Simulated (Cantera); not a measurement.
Feed: 1 mol Al, a varied amount of O2, 6.1 mol N2, equilibrated at 1973.15 K and 13.3 mbar.

Equilibrium computed with Cantera from the NASA thermochemical tables; the gas is ideal and each condensed phase is pure. Candidate condensed phases: Al, AlN, Al2O3; 16 gas species. Equilibrium is a limit: real reactors are often held back by kinetics, nucleation or transport.

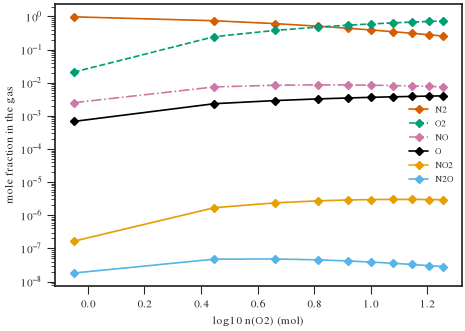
Equilibrium gas composition (values under 1e-9 drawn at 1e-9)

**Question.** Read off the mole fractions at 8.3 mol O2.

**Answer.** O2 about 0.55, N2 about 0.44, NO about 0.0086, O about 0.0035, NO2 about 2.9e-6, N2O about 4.2e-8.
